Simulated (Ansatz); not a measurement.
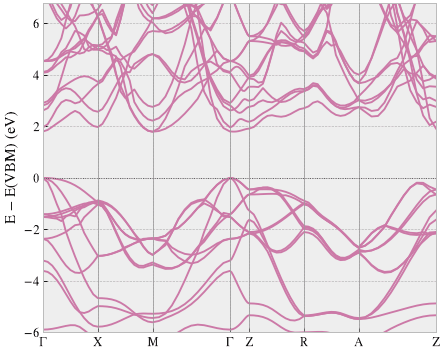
Band structure from r²SCAN in the plane-wave PAW code Ansatz

Q: Read off the gap and where the band edges lie.

A: About 1.8 eV (1.79 eV by a search for the band edges); maximum at Γ, minimum at M.

Q: Which of these materials gives this?
(A) SiGe3, P-4m2 (Si on 1a, Ge on 2g, Ge on 1c)
(B) Al3GaAs4, P-4m2 (Pearson symbol tP8)
(C) Si2Ru, P4_2/mnm (Ru on 2a, Si on 4f)
(D) AlGa3As4, P-4m2 (Pearson symbol tP8)

A: B, Al3GaAs4, P-4m2 (Pearson symbol tP8)

The start of the workflow was typed in or built on a structure type; neither database checked (COD, Materials Project) lists it. Whether it is the stable phase at ambient conditions was not checked. The r²SCAN relaxation kept the symmetry of its start; its stability against distortions is not shown here. Spin–orbit coupling is left out wherever it is not named.

Potentials: the earlier of the program's two PAW sets. The files were generated under PBE; for other functionals the program regenerates the frozen cores, and for LDA and PBEsol the local potential too.
